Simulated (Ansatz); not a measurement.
## Ligand exchange: Cd(CH3)2 + H2S2 → Cd(CH3)(SH) + CH4S

Species: Cd(CH3)2, singlet; H2S2 `SS`, singlet; Cd(CH3)(SH), singlet; CH4S (methanethiol) `CS`, singlet. The partners trade CH3 for SH: Cd–CH3 and S–SH bonds give way to Cd–SH and S–CH3.

Shapes, held fixed at every level: PBE0-D4/def2-TZVP. Flexible molecules stand in one conformer, not always the lowest. Programs: Ansatz 0.2.0. Electronic energies: no zero-point or thermal term.

| level | kind | ΔE (kJ/mol) | less CCSD(T)/def2-TZVPP |
| --- | --- | --- | --- |
| HF/def2-SVP | Hartree–Fock | -144.2 | -38.6 |
| HF/def2-TZVPP | Hartree–Fock | -131.9 | -26.3 |
| SPW92/def2-TZVPP | LDA | -94.7 | +10.9 |
| r2SCAN-D4/def2-TZVPP | meta-GGA | -105.4 | +0.2 |
| B3LYP-D4/def2-TZVPP | global hybrid | -103.2 | +2.4 |
| r2SCAN0-D4/def2-TZVPP | global hybrid | -110.6 | -5.0 |
| CCSD/def2-TZVPP | coupled cluster or CI | -108.8 | -3.2 |
| CCSD(T)/def2-TZVPP | coupled cluster or CI | -105.6 | 0.0 |

The highest level, CCSD(T)/def2-TZVPP, gives ΔE = -105.6 kJ/mol; the levels span -144.2 to -94.7. The column of differences is taken from that level and isn't an error. No measured value is set beside it here. For atoms past krypton def2 sets carry core potentials with scalar relativity. Outer-core shells of Cd are correlated, in sets that cover them unevenly.

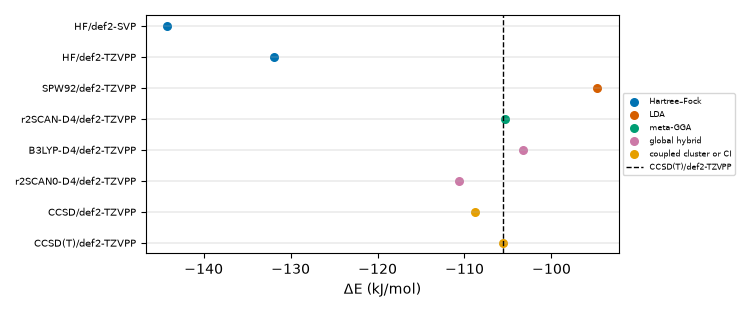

The values of the table, level by level.
